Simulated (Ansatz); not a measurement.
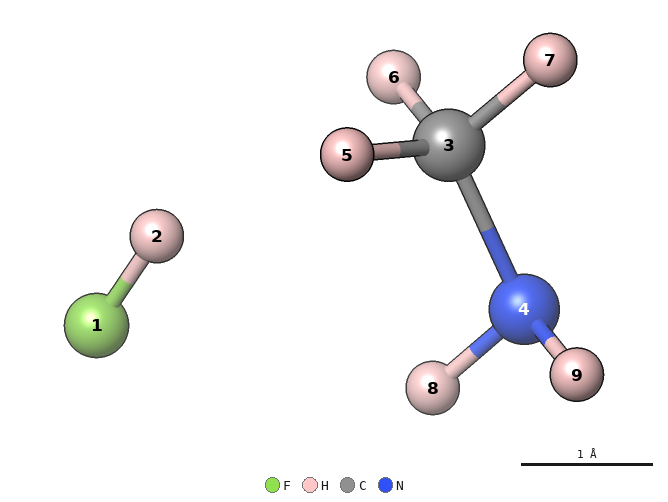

Orthographic view. Atoms fade into the background with distance from the viewer. Computed geometry: PBE0-D4/def2-TZVP optimisation.

Write the connection table.

F1: H2
H2: F1
C3: N4, H5, H6, H7
N4: C3, H8, H9
H5: C3
H6: C3
H7: C3
H8: N4
H9: N4
